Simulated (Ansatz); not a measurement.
# What Ag2Bi (built on the sites of a database entry of YAu2) distorts into, part 3 of 3

Aim: this structure of Ag2Bi (built on the sites of a database entry of YAu2) is to be tested for unstable modes, and one is followed downhill.

Ansatz 0.2.0; DFT PBEsol, scalar-relativistic, plane waves, PAW.

So far. Step 5 (Energy along the mode, all amplitudes (two of the runs …): The lowest of the steps tried is at 0.14 Å, 0.934 meV/atom below the parent; the bottom of the well need not coincide with a step. Step 7 (The new phase in its own primitive cell): The largest force component left is 0.89 meV/Å and the pressure is 0.000 GPa, within the tolerances set. The cell now holds 21.09 Å³/atom.

The structure was built from a prototype and need not be the compound's stable phase.

### Step 8. Modes of the new phase, k-mesh 12×12×6

A relaxed structure may still be a saddle point, so its zone-centre modes are computed. No field response is asked, since the mesh shows no gap.

Contents of input.yaml:

```yaml
crystal:
  lattice:
    - [5.6777128799, -1.6745412225, 0.0001018068]
    - [5.6777128799, 1.6745412225, 0.0001018068]
    - [-2.0495855538, 0.0, 6.6556713058]
  atoms:
    - { symbol: Bi, position: [0.9822135829, 0.9822135829, 0.7268097289] }
    - { symbol: Bi, position: [0.0177864171, 0.0177864171, 0.2731902711] }
    - { symbol: Ag, position: [0.6646972435, 0.6646972435, 0.0478466266] }
    - { symbol: Ag, position: [0.7007287014, 0.7007287014, 0.6295036772] }
    - { symbol: Ag, position: [0.3353027565, 0.3353027565, 0.9521533734] }
    - { symbol: Ag, position: [0.2992712986, 0.2992712986, 0.3704963228] }
kpoints:
  mp_grid: { grid: [12, 12, 6] }
hamiltonian:
  xc: pbesol
scf:
  occupations: { method: methfessel_paxton, width: 0.2 }
output:
  eigenvalues: true
phonons:
  method: dfpt
```

Launch:

```
$ ansatz run input.yaml --threads 8 --pin off --max-ram 14336MiB --backend cpu --events-out ev --progress --plain --runs-dir out
```

Numbers of over 12 decimals in the logs are rounded to 6 here.

The log of the run:

```text
zone centre: on kpoints.mp_grid the ground state, and the responses unless they are solved on pairs of k-points, stand on 242 of the mesh's 864 k-points, reduced under 2 symmetry operations, with k and −k counted as one. Each operation leaves every solved displacement unchanged or reverses it
[...]
Crystal: 6 atoms, lattice volume = 126.559 Å³
Basis set: ecut = 420 eV, 2469 PW (Γ), exchange–correlation on 80×80×96 points (8 copies of the dense FFT grid, shifted against one another)
Bands: 64, of which v1, the nominal top of the filled ones, is band 53 counted from 1 (52 counted from 0)
Symmetry: 4 space group operations
k-points: 242 of 864 (irreducible under 2 space group operations, time reversal used)
[...]
SCF iter   1: F=—  HF=-54572.490886 eV  |F-HF|=—  |Δ(HF+E_count)|=         —  Δρ=7.30e-3  dr2=6.74e-2  ethr=1.77e-3  ⟨swp⟩=6.5  Hψ=57051  notcnv=0  defer=30
[...]
SCF iter  11: F=-54572.473438 eV  HF=-54572.473438 eV  |F-HF|=0.00e0  |Δ(HF+E_count)|=  1.46e-11  S|Δr|=    0.00e0  Δρ=4.60e-8  dr2=4.79e-12  ethr=1.00e-12  ⟨swp⟩=10.9  Hψ=85974  notcnv=0
SCF 1 converged in 11 iterations: F = -54572.473438 eV  dr2 = 4.79e-12
[...]
DFPT response loops at Γ: preconditioner auto → Kerker (q_TF=auto, 2.649 Å⁻¹) (partly filled bands, converged f_vac=0.000); β = 1.00, the filter's whole step (`scf.mixing.beta` (0.50) is not read by the response loops under this deck's `scf.mixing.preconditioner`; to damp them name `kerker` or `kerker_dos`, under which they read `scf.mixing.beta`, and type it under 1.00, their step now; both keys bind the ground state too); Broyden in place of MSR1
SCF converged after 11 iterations
[...]
Free energy (F): -54572.473438 eV
[...]
Internal energy: -54572.475352 eV  (E = F + TS)
E sigma→0 (E₀):  -54572.473917 eV
Entropy (-TS):   0.001915 eV (0.319 meV/atom)
Fermi energy:    15.237785 eV
[...]
--- Band table (eV; the first three rows and the last of 242) ---
  k-point 0: bands = [... 49 lower, 12.1164, 12.2278, 12.3580, 14.3623, 17.9929, 18.4183, 18.5826, 18.7168, ... 7 higher]
  k-point 1: bands = [... 49 lower, 12.0288, 12.1788, 12.4723, 14.6602, 16.7262, 17.4798, 18.6241, 19.7103, ... 7 higher]
  k-point 2: bands = [... 49 lower, 12.0519, 12.3272, 12.9608, 14.8770, 15.1993, 16.9378, 18.7605, 19.2220, ... 7 higher]
  k-point 241: bands = [... 49 lower, 11.6010, 12.7487, 13.4482, 17.0094, 17.3143, 18.5771, 18.8170, 18.9548, ... 7 higher]
--- Phonons (Γ-DFPT): 9 representative perturbations + reference, on 242 of 864 k-points (Σ response iterations 31) ---
  k mesh reduced under 2 symmetry operations, with k and −k counted as one. Each operation leaves every solved displacement unchanged or reverses it
  ASR residual: 1.314e-4 → 0.000e0 eV/Å²; symmetrization residual: 8.805e-5 eV/Å²
  ASR residual per site (eV/Å²): 1.31e-4 1.31e-4 1.16e-4 9.53e-5 1.16e-4 9.53e-5
  Γ frequencies (cm⁻¹): 0.00 0.00 0.00 35.78 43.12 49.75 50.18 53.72 67.17 75.07 85.43 96.60 98.95 106.61 118.62 118.69 125.98 138.08
  non-analytic LO–TO correction: not included (Born effective charges unavailable; polar crystals: no LO–TO splitting at Γ)
```

Elapsed: 5.5 min, on 8 threads of Arm Neoverse V2, shared host; peak memory 5.3 GiB; 42 min of CPU time.

Numbers from this step:

| Item | Value |
| --- | --- |
| sum-rule residual before enforcement | 1.31e-4 eV/Å² |
| point group | 2/m |
| highest optical mode at the zone centre (no LO-TO term) | 138.1 cm⁻¹ |
| lowest optical zone-centre mode | 35.78 cm⁻¹ |

Patterns of degenerate modes are one choice out of their space. The modes at Γ (shares of kinetic energy by element, %):

```csv
mode,frequency (cm⁻¹),symmetry,Bi %,Ag %
1,0.0,acoustic,49,51
2,0.0,acoustic,49,51
3,0.0,acoustic,49,51
4,35.8,Ag,60,40
5,43.1,Bg,100,0
6,49.8,Au,49,51
7,50.2,Bu,29,71
8,53.7,Ag,37,63
9,67.2,Bu,22,78
10,75.1,Bg,0,100
11,85.4,Au,2,98
12,96.6,Ag,75,25
13,99.0,Bu,49,51
14,106.6,Ag,15,85
15,118.6,Bg,0,100
16,118.7,Ag,8,92
17,126.0,Bu,2,98
18,138.1,Ag,5,95
```

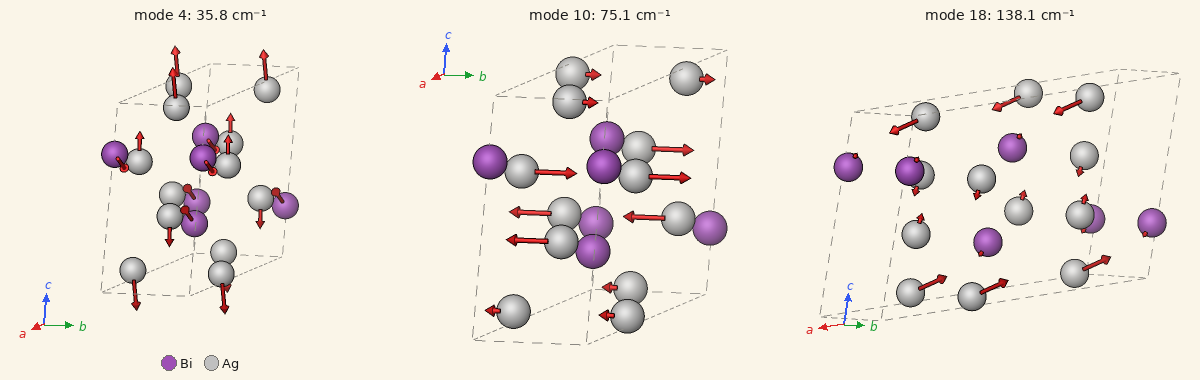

Displacement patterns of modes 4, 10 and 18 at Γ; arrows are exaggerated. Some periodic images of atoms are drawn too.

Before it was imposed, the acoustic sum rule was missed by 1.3e-4 eV/Å². Small misses are needed for a sound result but don't prove that mesh and cutoff are converged. The lowest optical mode is real, 35.8 cm⁻¹.

### Step 9. The phases reached

The phases reached along the modes that were followed are set side by side.

Energies are those of the first relaxation, on the mesh of the frozen mode; space group, volume and gap are those of the last relaxation. Phases, by row:

```csv
mode frozen in,space group,energy from parent (meV/atom),volume (Å³/atom),gap on mesh (eV),lowest zone-centre optical mode (cm⁻¹),largest shift (Å)
parent,I4/mmm,0,21.06,0,–,–
"q = (0, 0, -0.5), 33i cm⁻¹",Cmcm,-23.84,21.37,0,45.5,0.519
"q = (0, -0.5, 0), 18i cm⁻¹",C2/m,-5.47,21.09,0,35.8,0.345
```

### Step 10. Results

```json
{
 "unstable mode of the parent": "q = (0, -0.5, 0), 18i cm⁻¹",
 "depth at the lowest point sampled": "0.934 meV/atom",
 "largest atomic shift at that point": "0.14 Å",
 "space group reached (within 0.01 Å)": "C2/m",
 "energy gained over the parent (first relaxation, on the mesh of the frozen mode)": "5.47 meV/atom",
 "volume per atom, phase reached": "21.1 Å³",
 "lowest optical zone-centre mode, phase reached": "35.8 cm⁻¹",
 "highest optical mode at the zone centre (no LO-TO term), phase reached": "138 cm⁻¹"
}
```

What this shows: Along this mode the structure falls into C2/m, 5.47 meV/atom below the parent. At the parent's cell the well is 0.934 meV/atom deep on the steps tried, with its lowest point at a shift of 0.14 Å. Relaxing atoms and cell changes the gain by +4.54 meV/atom against the lowest step (energies at zero smearing). Most of the total comes from this relaxation. The new phase has no imaginary mode at the zone centre of its cell; other wavevectors were not checked. How so shallow a well moves with the k mesh was not tested. Of the 2 patterns followed to their end from this parent, this one ends 18.4 meV/atom above the lowest, Cmcm. Each path keeps the symmetry of its pattern, so a lower phase may lie along a pattern not tried. The q mesh stands for a supercell only 7.0 Å across, so branches between the solved wavevectors are rough. With no gap, or one that is small against the smearing, the frequencies hang on the k mesh and the smearing, most of all near Kohn anomalies. The phonon runs are without spin polarisation, although the cell has an odd electron count. Spin-orbit coupling is left out, which can matter for the heavy elements here. A phonon run warned that its eigensolver left some bands unconverged in a pass. The starting cell was built on a prototype and not taken from a measurement, so the phase need not exist.

[Logs are printed without paths, hosts, clocks, repeated set-up lines and the standing remarks that a program may print on its own settings, such as how far it seeks lower states.]

[Hosts, paths, dates, database ids (printed as entryN), source tags and the programs' standing remarks are cut or masked in the printed files.]
